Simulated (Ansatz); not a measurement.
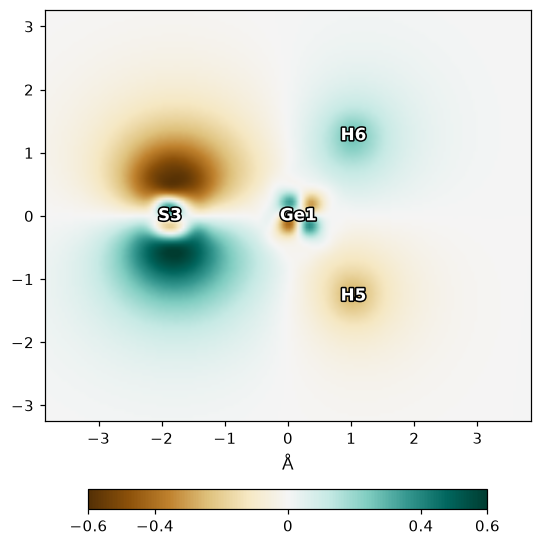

The picture shows: GeH2S···HF. The HOMO on the plane of atoms H5, Ge1 and H6 (values in Å⁻³ᐟ²; the overall sign is arbitrary).

The product side of a reaction path; geometry: PBE0-D4/def2-TZVP.

These are results of RKS PBE0-D4/def2-TZVPP in Ansatz 0.2.0, not measurements.

The calculation's input:

```
crystal:
  periodic: [false, false, false]
  atoms:
    - {symbol: Ge, position_ang: [-0.738522, 0.082036, 0.145008]}
    - {symbol: F, position_ang: [1.576206, -0.248951, 0.350527]}
    - {symbol: S, position_ang: [-0.418861, 0.265151, -1.871205]}
    - {symbol: H, position_ang: [1.482210, -0.131281, -0.589287]}
    - {symbol: H, position_ang: [-0.784015, 1.268096, 1.122495]}
    - {symbol: H, position_ang: [-1.117018, -1.235053, 0.842363]}
basis:
  gaussian: {orbitals: def2-TZVPP}
hamiltonian: {xc: pbe0, dispersion: d4}
output: {orbitals: {seedname: orbitals}}
```

Run with:

```sh
ansatz run in.yaml --threads 2 --pin off --events-out ev --progress --plain --max-ram 4352MiB
```

Where does this orbital lie, and at what energy?

By Hirshfeld shares it lies mainly on S3 (about 80 %) and Ge1 (about 10 %); largely a lone pair of S3. Its energy is −6.93 eV.
